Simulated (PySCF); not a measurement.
**CH₃NOSi: NMR shifts at several levels of theory**

Aim: compute the NMR shifts of CH₃NOSi (`N#C[SiH2]O`) at several levels, and see how far they spread and what each costs.

Programs: PySCF 2.14.0, with density-fitted response routines of our own. Each step states its level of theory. These are calculated values for one molecule in the gas phase, unless marked as measured. Atoms count from 0, in the outputs and in this text.

## (1) Starting geometry

7 atoms, charge 0, multiplicity 1; geometry from: PBE0-D3(BJ)/def2-SVP.

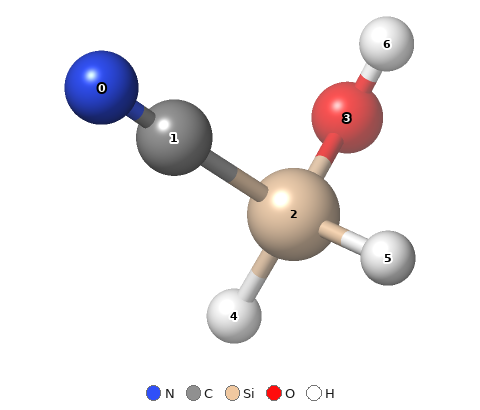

As it starts; nitrogen blue, carbon grey, silicon light orange, oxygen red, hydrogen white, atoms numbered.

## (2) Nuclear shieldings: HF/pcSseg-2

The job: settings as JSON, then the geometry in Å.

```
{"job": {"kind": "nmr", "xc": "HF", "basis": "pcSseg-2", "pop": false}, "charge": 0, "multiplicity": 1}
N      2.546130    -0.484756     0.206930
C      1.455516    -0.110281     0.082557
Si    -0.315237     0.454143    -0.096127
O     -1.288811    -0.844504    -0.400203
H     -0.388322     1.348863    -1.272102
H     -0.639434     1.155774     1.175528
H     -1.335742    -1.548338     0.253582
```

Level: GIAO HF/pcSseg-2 NMR shielding, non-relativistic, gas phase.

Launch:

```
$ OMP_NUM_THREADS=1 python probes_run.py task.json out
```

One launch serves the whole session: the jobs run in the order shown.

What it wrote:

```text
final grid: 61456 points
cycle   1  E = -457.8776584306  dE =  2.373e-01  |g| = 6.491e-01  |ddm| = 1.949e+00
cycle   2  E = -457.9373985153  dE = -5.974e-02  |g| = 5.019e-01  |ddm| = 5.410e-01
cycle   3  E = -457.9852817455  dE = -4.788e-02  |g| = 7.529e-02  |ddm| = 2.537e-01
cycle   4  E = -457.9870384297  dE = -1.757e-03  |g| = 3.800e-02  |ddm| = 7.072e-02
cycle   5  E = -457.9873640503  dE = -3.256e-04  |g| = 7.495e-03  |ddm| = 2.771e-02
cycle   6  E = -457.9873849546  dE = -2.090e-05  |g| = 2.482e-03  |ddm| = 7.340e-03
cycle   7  E = -457.9873872616  dE = -2.307e-06  |g| = 7.323e-04  |ddm| = 2.905e-03
cycle   8  E = -457.9873874766  dE = -2.150e-07  |g| = 1.777e-04  |ddm| = 8.146e-04
cycle   9  E = -457.9873875019  dE = -2.527e-08  |g| = 7.382e-05  |ddm| = 2.254e-04
cycle  10  E = -457.9873875099  dE = -8.021e-09  |g| = 4.069e-05  |ddm| = 1.092e-04
cycle  11  E = -457.9873875131  dE = -3.200e-09  |g| = 1.361e-05  |ddm| = 9.127e-05
cycle  12  E = -457.9873875134  dE = -2.891e-10  |g| = 3.041e-06  |ddm| = 3.296e-05
converged SCF energy = -457.9873875134

GIAO shielding tensors (ppm)
atom      isotropic    diamagn.    paramagn.     s11        s22        s33       span
  0 N     -112.961     329.606    -442.567   -318.654   -307.120    286.890    605.543
  1 C       56.806     268.608    -211.802    -64.580    -61.072    296.070    360.650
  2 Si     439.272     872.027    -432.755    383.531    440.803    493.481    109.949
  3 O      316.805     386.220     -69.415    296.648    314.785    338.983     42.335
  4 H       27.246      28.046      -0.799     24.324     25.554     31.861      7.537
  5 H       27.175      28.395      -1.220     24.205     25.586     31.734      7.530
  6 H       29.829      30.971      -1.141     21.717     24.187     43.584     21.867
```

Run time: 11 s. Hardware: 1 thread of Arm Neoverse N1, shared host; peak memory 0.75 GiB.

The references, computed at this level on geometries of the same kind, shield at (ppm): ¹H TMS 31.68, ¹³C TMS 191.5, ²⁹Si TMS 383.0, ¹⁵N NH3 260.7, ¹⁷O H2O 326.3. Their shielding less the atom's gives the shift. The references are single molecules in the gas phase, so shifts against H2O, NH3, PH3, H3PO4 or CFCl3 are not on the usual liquid scales and can be off by tens of ppm. Atoms listed in one row are averaged.

| atoms | environment | σ (ppm) | δ (ppm) |
| --- | --- | --- | --- |
| C1 | nitrile carbon | 56.8 | 134.7 |
| H4, H5 | hydrogen on a silicon bonded to C, O | 27.21 | 4.47 |
| H6 | hydrogen on an oxygen bonded to Si | 29.83 | 1.85 |
| N0 | nitrile nitrogen | -113.0 | 373.7 |
| Si2 | silicon bonded to C, O, 2 H | 439.3 | -56.3 |
| O3 | oxygen bonded to Si, H | 316.8 | 9.5 |

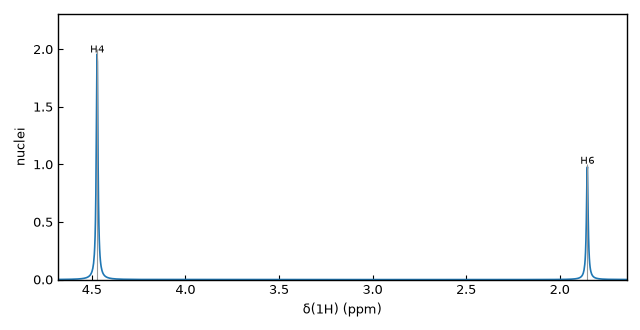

¹H lines at the computed shifts, without couplings. Lines are broadened to a width of 0.01 ppm (Lorentzian).

## (3) Nuclear shieldings: LDA/pcSseg-2

Same as in step 2 but for these lines:

```diff
@@ -1,2 +1,2 @@
-{"job": {"kind": "nmr", "xc": "HF", "basis": "pcSseg-2", "pop": false}, "charge": 0, "multiplicity": 1}
+{"job": {"kind": "nmr", "xc": "LDA", "basis": "pcSseg-2", "pop": false}, "charge": 0, "multiplicity": 1}
 N      2.546130    -0.484756     0.206930
```

With the program's defaults for keys left out, this is: GIAO LDA/pcSseg-2 NMR shielding, non-relativistic, gas phase.

What it wrote:

```text
coarse grid: 6720 points
cycle   1  E = -456.8568243355  dE =  3.452e-01  |g| = 8.937e-01  |ddm| = 2.095e+00
cycle   2  E = -456.0028900403  dE =  8.539e-01  |g| = 2.201e+00  |ddm| = 2.313e+00
cycle   3  E = -456.9757236376  dE = -9.728e-01  |g| = 3.147e-01  |ddm| = 2.055e+00
cycle   4  E = -456.9793721390  dE = -3.649e-03  |g| = 2.989e-01  |ddm| = 2.537e-01
cycle   5  E = -456.9976464944  dE = -1.827e-02  |g| = 7.751e-02  |ddm| = 1.634e-01
cycle   6  E = -456.9989965845  dE = -1.350e-03  |g| = 1.176e-02  |ddm| = 5.685e-02
cycle   7  E = -456.9990346824  dE = -3.810e-05  |g| = 3.145e-03  |ddm| = 1.317e-02
cycle   8  E = -456.9990371029  dE = -2.420e-06  |g| = 5.753e-04  |ddm| = 2.735e-03
final grid: 61456 points
cycle   9  E = -456.9967759062  dE = -3.460e-05  |g| = 3.520e-03  |ddm| = 1.763e-02
cycle  10  E = -456.9967692711  dE =  6.635e-06  |g| = 6.834e-03  |ddm| = 4.681e-03
cycle  11  E = -456.9967768685  dE = -7.597e-06  |g| = 2.062e-03  |ddm| = 3.987e-03
cycle  12  E = -456.9967775574  dE = -6.889e-07  |g| = 1.090e-03  |ddm| = 1.203e-03
cycle  13  E = -456.9967777910  dE = -2.336e-07  |g| = 1.278e-04  |ddm| = 5.507e-04
cycle  14  E = -456.9967777948  dE = -3.750e-09  |g| = 1.411e-05  |ddm| = 1.087e-04
cycle  15  E = -456.9967777948  dE = -4.309e-11  |g| = 5.474e-06  |ddm| = 1.622e-05
converged SCF energy = -456.9967777948

GIAO shielding tensors (ppm)
atom      isotropic    diamagn.    paramagn.     s11        s22        s33       span
  0 N     -109.644     331.142    -440.785   -310.834   -295.163    277.066    587.900
  1 C       48.962     264.351    -215.389    -72.286    -65.131    284.302    356.587
  2 Si     357.211     876.866    -519.655    283.423    346.252    441.959    158.535
  3 O      304.725     383.927     -79.202    283.261    297.511    333.402     50.141
  4 H       25.486      27.214      -1.728     22.777     24.023     29.658      6.881
  5 H       25.215      27.578      -2.362     22.283     23.774     29.588      7.305
  6 H       29.729      30.597      -0.868     22.123     24.899     42.165     20.042
```

It took 21 s on 1 thread of Arm Neoverse N1, shared host; peak memory 0.81 GiB.

Key values: δ C1 131.3, N0 376.3, Si2 -54.2, O3 29.6, H4 5.42, H6 1.04 ppm (means over like atoms).

## (4) NMR shieldings: PBE/pcSseg-2

Same as in step 3 but for these lines:

```diff
@@ -1,2 +1,2 @@
-{"job": {"kind": "nmr", "xc": "LDA", "basis": "pcSseg-2", "pop": false}, "charge": 0, "multiplicity": 1}
+{"job": {"kind": "nmr", "xc": "PBE", "basis": "pcSseg-2", "pop": false}, "charge": 0, "multiplicity": 1}
 N      2.546130    -0.484756     0.206930
```

Method: GIAO PBE/pcSseg-2 NMR shielding, non-relativistic, gas phase.

What it wrote:

```text
coarse grid: 6720 points
cycle   1  E = -459.0073129413  dE =  3.551e-01  |g| = 8.890e-01  |ddm| = 2.030e+00
cycle   2  E = -458.1843351880  dE =  8.230e-01  |g| = 2.159e+00  |ddm| = 2.286e+00
cycle   3  E = -459.1252014510  dE = -9.409e-01  |g| = 3.278e-01  |ddm| = 2.019e+00
cycle   4  E = -459.1315258284  dE = -6.324e-03  |g| = 2.932e-01  |ddm| = 2.543e-01
cycle   5  E = -459.1492777982  dE = -1.775e-02  |g| = 7.122e-02  |ddm| = 1.654e-01
cycle   6  E = -459.1504472397  dE = -1.169e-03  |g| = 1.033e-02  |ddm| = 5.533e-02
cycle   7  E = -459.1504784098  dE = -3.117e-05  |g| = 2.721e-03  |ddm| = 1.210e-02
cycle   8  E = -459.1504802614  dE = -1.852e-06  |g| = 4.509e-04  |ddm| = 2.466e-03
final grid: 61456 points
cycle   9  E = -459.1558806435  dE = -5.273e-05  |g| = 7.114e-03  |ddm| = 2.650e-02
cycle  10  E = -459.1558516183  dE =  2.903e-05  |g| = 1.399e-02  |ddm| = 1.384e-02
cycle  11  E = -459.1558886698  dE = -3.705e-05  |g| = 3.339e-03  |ddm| = 9.065e-03
cycle  12  E = -459.1558905843  dE = -1.914e-06  |g| = 1.651e-03  |ddm| = 2.016e-03
cycle  13  E = -459.1558911286  dE = -5.443e-07  |g| = 3.164e-04  |ddm| = 8.648e-04
cycle  14  E = -459.1558911522  dE = -2.358e-08  |g| = 3.962e-05  |ddm| = 2.492e-04
cycle  15  E = -459.1558911525  dE = -2.971e-10  |g| = 1.021e-05  |ddm| = 3.932e-05
converged SCF energy = -459.1558911525

GIAO shielding tensors (ppm)
atom      isotropic    diamagn.    paramagn.     s11        s22        s33       span
  0 N      -99.747     332.218    -431.965   -298.835   -282.358    281.952    580.787
  1 C       53.316     263.839    -210.523    -65.845    -58.784    284.578    350.423
  2 Si     380.758     876.319    -495.561    313.087    371.371    457.815    144.728
  3 O      300.972     383.906     -82.934    282.286    295.173    325.456     43.170
  4 H       26.178      27.930      -1.752     23.460     24.700     30.373      6.913
  5 H       25.883      28.288      -2.405     22.947     24.435     30.265      7.318
  6 H       30.271      31.101      -0.831     22.860     25.519     42.432     19.572
```

Wall time 24 s (1 thread of Arm Neoverse N1, shared host); peak memory 0.79 GiB.

This run: δ C1 126.1, N0 360.8, Si2 -57.3, O3 26.9, H4 5.15, H6 0.91 ppm (means over like atoms).

## (5) Shielding tensors: BLYP/pcSseg-2

Same as in step 4 but for these lines:

```diff
@@ -1,2 +1,2 @@
-{"job": {"kind": "nmr", "xc": "PBE", "basis": "pcSseg-2", "pop": false}, "charge": 0, "multiplicity": 1}
+{"job": {"kind": "nmr", "xc": "BLYP", "basis": "pcSseg-2", "pop": false}, "charge": 0, "multiplicity": 1}
 N      2.546130    -0.484756     0.206930
```

Method: GIAO BLYP/pcSseg-2 NMR shielding, non-relativistic, gas phase.

What it wrote:

```text
coarse grid: 6720 points
cycle   1  E = -459.2990516939  dE =  3.665e-01  |g| = 9.572e-01  |ddm| = 2.030e+00
cycle   2  E = -458.2994038309  dE =  9.996e-01  |g| = 2.358e+00  |ddm| = 2.596e+00
cycle   3  E = -459.4345446528  dE = -1.135e+00  |g| = 3.476e-01  |ddm| = 2.324e+00
cycle   4  E = -459.4392022545  dE = -4.658e-03  |g| = 3.302e-01  |ddm| = 2.805e-01
cycle   5  E = -459.4614642576  dE = -2.226e-02  |g| = 8.427e-02  |ddm| = 1.867e-01
cycle   6  E = -459.4630831056  dE = -1.619e-03  |g| = 1.156e-02  |ddm| = 6.402e-02
cycle   7  E = -459.4631223702  dE = -3.926e-05  |g| = 3.008e-03  |ddm| = 1.384e-02
cycle   8  E = -459.4631246812  dE = -2.311e-06  |g| = 5.023e-04  |ddm| = 2.851e-03
final grid: 61456 points
cycle   9  E = -459.4707901743  dE = -4.375e-05  |g| = 3.333e-03  |ddm| = 2.124e-02
cycle  10  E = -459.4707895889  dE =  5.854e-07  |g| = 3.436e-03  |ddm| = 6.104e-03
cycle  11  E = -459.4707921363  dE = -2.547e-06  |g| = 1.416e-03  |ddm| = 3.412e-03
cycle  12  E = -459.4707924378  dE = -3.014e-07  |g| = 7.592e-04  |ddm| = 8.734e-04
cycle  13  E = -459.4707925580  dE = -1.202e-07  |g| = 1.836e-04  |ddm| = 4.190e-04
cycle  14  E = -459.4707925637  dE = -5.719e-09  |g| = 5.728e-05  |ddm| = 1.208e-04
cycle  15  E = -459.4707925643  dE = -5.897e-10  |g| = 1.219e-05  |ddm| = 4.146e-05
converged SCF energy = -459.4707925643

GIAO shielding tensors (ppm)
atom      isotropic    diamagn.    paramagn.     s11        s22        s33       span
  0 N     -100.560     331.072    -431.632   -300.055   -284.437    282.811    582.866
  1 C       50.552     263.116    -212.564    -70.127    -62.846    284.629    354.756
  2 Si     374.104     875.688    -501.584    307.110    365.922    449.281    142.171
  3 O      296.381     383.692     -87.310    278.687    291.442    319.015     40.328
  4 H       26.486      28.105      -1.619     23.768     25.015     30.674      6.906
  5 H       26.184      28.441      -2.257     23.255     24.754     30.544      7.289
  6 H       30.439      31.407      -0.967     23.193     25.786     42.339     19.146
```

Run time: 25 s. Hardware: 1 thread of Arm Neoverse N1, shared host; peak memory 0.79 GiB.

This run: δ C1 124.5, N0 358.1, Si2 -64.4, O3 28.8, H4 5.04, H6 0.94 ppm (means over like atoms).

## (6) Shielding tensors: BP86/pcSseg-2

Same as in step 5 but for these lines:

```diff
@@ -1,2 +1,2 @@
-{"job": {"kind": "nmr", "xc": "BLYP", "basis": "pcSseg-2", "pop": false}, "charge": 0, "multiplicity": 1}
+{"job": {"kind": "nmr", "xc": "BP86", "basis": "pcSseg-2", "pop": false}, "charge": 0, "multiplicity": 1}
 N      2.546130    -0.484756     0.206930
```

With the program's defaults for keys left out, this is: GIAO BP86/pcSseg-2 NMR shielding, non-relativistic, gas phase.

What it wrote:

```text
coarse grid: 6720 points
cycle   1  E = -459.3749054098  dE =  3.567e-01  |g| = 8.980e-01  |ddm| = 2.023e+00
cycle   2  E = -458.5478433630  dE =  8.271e-01  |g| = 2.166e+00  |ddm| = 2.188e+00
cycle   3  E = -459.4942036755  dE = -9.464e-01  |g| = 3.355e-01  |ddm| = 1.926e+00
cycle   4  E = -459.5016794110  dE = -7.476e-03  |g| = 2.933e-01  |ddm| = 2.574e-01
cycle   5  E = -459.5196679181  dE = -1.799e-02  |g| = 6.839e-02  |ddm| = 1.635e-01
cycle   6  E = -459.5207354983  dE = -1.068e-03  |g| = 1.046e-02  |ddm| = 5.226e-02
cycle   7  E = -459.5207663575  dE = -3.086e-05  |g| = 2.836e-03  |ddm| = 1.195e-02
cycle   8  E = -459.5207682965  dE = -1.939e-06  |g| = 4.772e-04  |ddm| = 2.452e-03
final grid: 61456 points
cycle   9  E = -459.5278358303  dE = -4.583e-05  |g| = 2.885e-03  |ddm| = 2.563e-02
cycle  10  E = -459.5278343059  dE =  1.524e-06  |g| = 3.700e-03  |ddm| = 4.375e-03
cycle  11  E = -459.5278367558  dE = -2.450e-06  |g| = 1.381e-03  |ddm| = 2.948e-03
cycle  12  E = -459.5278370626  dE = -3.068e-07  |g| = 3.022e-04  |ddm| = 8.108e-04
cycle  13  E = -459.5278370787  dE = -1.617e-08  |g| = 1.644e-04  |ddm| = 2.567e-04
cycle  14  E = -459.5278370838  dE = -5.125e-09  |g| = 5.854e-05  |ddm| = 8.861e-05
cycle  15  E = -459.5278370846  dE = -7.324e-10  |g| = 8.098e-06  |ddm| = 3.403e-05
converged SCF energy = -459.5278370846

GIAO shielding tensors (ppm)
atom      isotropic    diamagn.    paramagn.     s11        s22        s33       span
  0 N      -98.626     330.086    -428.712   -297.284   -281.279    282.685    579.969
  1 C       53.933     264.243    -210.310    -64.873    -57.980    284.651    349.524
  2 Si     380.246     876.294    -496.048    313.359    371.293    456.085    142.726
  3 O      300.922     383.827     -82.905    282.118    295.313    325.337     43.219
  4 H       26.243      27.921      -1.678     23.515     24.765     30.448      6.933
  5 H       25.949      28.282      -2.333     23.012     24.499     30.336      7.325
  6 H       30.310      31.056      -0.746     22.913     25.560     42.457     19.544
```

It took 25 s on 1 thread of Arm Neoverse N1, shared host; peak memory 0.78 GiB.

In short: δ C1 125.2, N0 357.9, Si2 -58.2, O3 25.2, H4 5.14, H6 0.92 ppm (means over like atoms).

## (7) Shielding tensors: OPBE/pcSseg-2

Same as in step 6 but for these lines:

```diff
@@ -1,2 +1,2 @@
-{"job": {"kind": "nmr", "xc": "BP86", "basis": "pcSseg-2", "pop": false}, "charge": 0, "multiplicity": 1}
+{"job": {"kind": "nmr", "xc": "OPBE", "basis": "pcSseg-2", "pop": false}, "charge": 0, "multiplicity": 1}
 N      2.546130    -0.484756     0.206930
```

Method: GIAO OPBE/pcSseg-2 NMR shielding, non-relativistic, gas phase.

What it wrote:

```text
coarse grid: 6720 points
cycle   1  E = -459.2276105440  dE =  3.342e-01  |g| = 8.261e-01  |ddm| = 2.058e+00
cycle   2  E = -458.5755448362  dE =  6.521e-01  |g| = 1.924e+00  |ddm| = 2.034e+00
cycle   3  E = -459.3312280501  dE = -7.557e-01  |g| = 3.258e-01  |ddm| = 1.752e+00
cycle   4  E = -459.3418963077  dE = -1.067e-02  |g| = 2.524e-01  |ddm| = 2.353e-01
cycle   5  E = -459.3555433267  dE = -1.365e-02  |g| = 5.226e-02  |ddm| = 1.494e-01
cycle   6  E = -459.3562053596  dE = -6.620e-04  |g| = 7.932e-03  |ddm| = 4.653e-02
cycle   7  E = -459.3562242258  dE = -1.887e-05  |g| = 2.290e-03  |ddm| = 9.872e-03
cycle   8  E = -459.3562256090  dE = -1.383e-06  |g| = 4.213e-04  |ddm| = 2.272e-03
final grid: 61456 points
cycle   9  E = -459.3583212205  dE = -1.629e-04  |g| = 1.467e-02  |ddm| = 5.417e-02
cycle  10  E = -459.3582186402  dE =  1.026e-04  |g| = 2.714e-02  |ddm| = 2.336e-02
cycle  11  E = -459.3583534658  dE = -1.348e-04  |g| = 2.899e-03  |ddm| = 1.660e-02
cycle  12  E = -459.3583535397  dE = -7.387e-08  |g| = 2.525e-03  |ddm| = 2.476e-03
cycle  13  E = -459.3583549698  dE = -1.430e-06  |g| = 4.134e-04  |ddm| = 1.238e-03
cycle  14  E = -459.3583550100  dE = -4.021e-08  |g| = 7.546e-05  |ddm| = 3.205e-04
cycle  15  E = -459.3583550113  dE = -1.311e-09  |g| = 8.755e-06  |ddm| = 6.734e-05
cycle  16  E = -459.3583550113  dE = -1.580e-11  |g| = 2.433e-06  |ddm| = 9.920e-06
converged SCF energy = -459.3583550113

GIAO shielding tensors (ppm)
atom      isotropic    diamagn.    paramagn.     s11        s22        s33       span
  0 N      -86.432     337.229    -423.661   -281.557   -264.553    286.814    568.371
  1 C       60.932     264.885    -203.952    -53.914    -47.865    284.576    338.490
  2 Si     406.838     877.040    -470.201    343.405    398.474    478.637    135.232
  3 O      306.025     384.878     -78.853    288.428    300.961    328.686     40.258
  4 H       26.322      28.298      -1.975     23.606     24.822     30.538      6.932
  5 H       26.030      28.695      -2.665     23.107     24.563     30.421      7.314
  6 H       30.257      31.056      -0.799     22.723     25.349     42.699     19.977
```

Run time: 26 s. Hardware: 1 thread of Arm Neoverse N1, shared host; peak memory 0.79 GiB.

This run: δ C1 123.5, N0 349.3, Si2 -51.3, O3 23.2, H4 5.02, H6 0.94 ppm (means over like atoms).

## (8) Shielding tensors: KT2/pcSseg-2

Same as in step 7 but for these lines:

```diff
@@ -1,2 +1,2 @@
-{"job": {"kind": "nmr", "xc": "OPBE", "basis": "pcSseg-2", "pop": false}, "charge": 0, "multiplicity": 1}
+{"job": {"kind": "nmr", "xc": "KT2", "basis": "pcSseg-2", "pop": false}, "charge": 0, "multiplicity": 1}
 N      2.546130    -0.484756     0.206930
```

Method: GIAO KT2/pcSseg-2 NMR shielding, non-relativistic, gas phase.

What it wrote:

```text
coarse grid: 6720 points
cycle   1  E = -464.4929765082  dE =  3.762e-01  |g| = 9.068e-01  |ddm| = 1.993e+00
cycle   2  E = -463.6046912168  dE =  8.883e-01  |g| = 2.187e+00  |ddm| = 2.357e+00
cycle   3  E = -464.6272583850  dE = -1.023e+00  |g| = 2.941e-01  |ddm| = 2.080e+00
cycle   4  E = -464.6293309357  dE = -2.073e-03  |g| = 2.898e-01  |ddm| = 2.643e-01
cycle   5  E = -464.6477082706  dE = -1.838e-02  |g| = 6.560e-02  |ddm| = 1.655e-01
cycle   6  E = -464.6487424688  dE = -1.034e-03  |g| = 1.001e-02  |ddm| = 5.320e-02
cycle   7  E = -464.6487695448  dE = -2.708e-05  |g| = 2.952e-03  |ddm| = 1.209e-02
cycle   8  E = -464.6487717819  dE = -2.237e-06  |g| = 5.728e-04  |ddm| = 3.029e-03
final grid: 61456 points
cycle   9  E = -464.6736680293  dE = -2.389e-04  |g| = 1.336e-02  |ddm| = 9.979e-02
cycle  10  E = -464.6736179455  dE =  5.008e-05  |g| = 1.830e-02  |ddm| = 1.776e-02
cycle  11  E = -464.6736546063  dE = -3.666e-05  |g| = 1.250e-02  |ddm| = 1.480e-02
cycle  12  E = -464.6736890956  dE = -3.449e-05  |g| = 2.070e-03  |ddm| = 5.748e-03
cycle  13  E = -464.6736899301  dE = -8.345e-07  |g| = 6.289e-04  |ddm| = 1.400e-03
cycle  14  E = -464.6736900118  dE = -8.176e-08  |g| = 9.448e-05  |ddm| = 4.731e-04
cycle  15  E = -464.6736900138  dE = -1.961e-09  |g| = 1.702e-05  |ddm| = 8.182e-05
cycle  16  E = -464.6736900139  dE = -8.936e-11  |g| = 2.635e-06  |ddm| = 2.061e-05
converged SCF energy = -464.6736900139

GIAO shielding tensors (ppm)
atom      isotropic    diamagn.    paramagn.     s11        s22        s33       span
  0 N      -79.075     326.947    -406.023   -268.385   -250.885    282.043    550.428
  1 C       65.378     264.420    -199.042    -48.246    -40.467    284.846    333.093
  2 Si     405.448     878.205    -472.757    339.933    396.930    479.482    139.550
  3 O      299.991     383.512     -83.521    281.017    292.845    326.110     45.092
  4 H       26.195      27.757      -1.562     23.450     24.686     30.450      7.000
  5 H       25.920      28.124      -2.205     22.958     24.451     30.350      7.392
  6 H       30.247      30.977      -0.730     22.837     25.542     42.361     19.523
```

It took 25 s on 1 thread of Arm Neoverse N1, shared host; peak memory 0.73 GiB.

Key values: δ C1 116.9, N0 339.2, Si2 -54.5, O3 24.4, H4 5.12, H6 0.93 ppm (means over like atoms).

[end of part 1 of 2]
